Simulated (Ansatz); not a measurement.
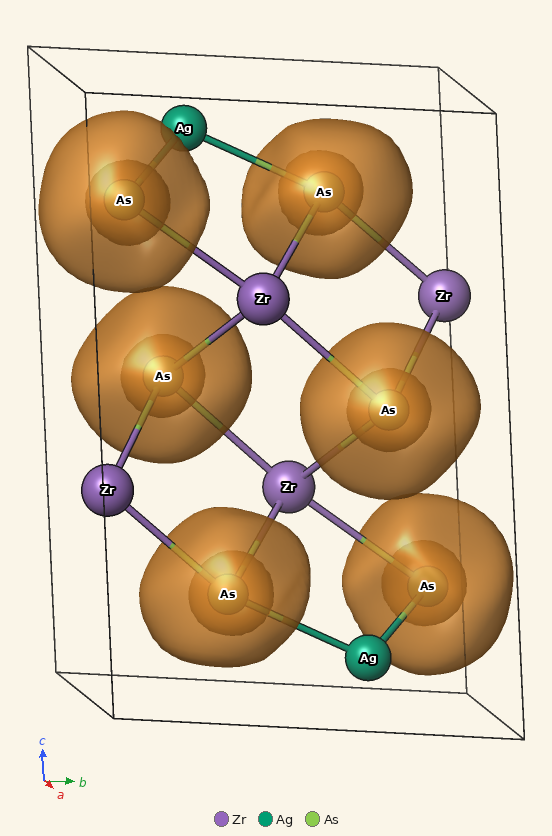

The picture shows: Zr$_{2}$AgAs$_{3}$. Isosurface of the electron localisation function at 0.55 (orange), seen slightly off an axis. Only the valence region is drawn (cores and ρ < 0.01 e/Å³ removed). Sticks mark near contacts.

Space group P-1; a structure from a database of computed crystals, not necessarily the ambient phase; started from the K2NaCl3-164 prototype, which need not be the ambient phase; changed on purpose from its base cell (shaken).

Computed with DFT, PBEsol, plane waves, PAW in Ansatz.

Q: What do the ELF domains correspond to?

A: At this value the surface marks out six regions wrapped around As (the valence shell of each), counted in one cell of 12 atoms. Any copies at cell faces, edges or corners count once. Profiles from the grid: Ag–As (2.51 Å): the ELF is about 0.30 at the midpoint. Zr–As (2.63 Å): the ELF is about 0.40 at the midpoint.
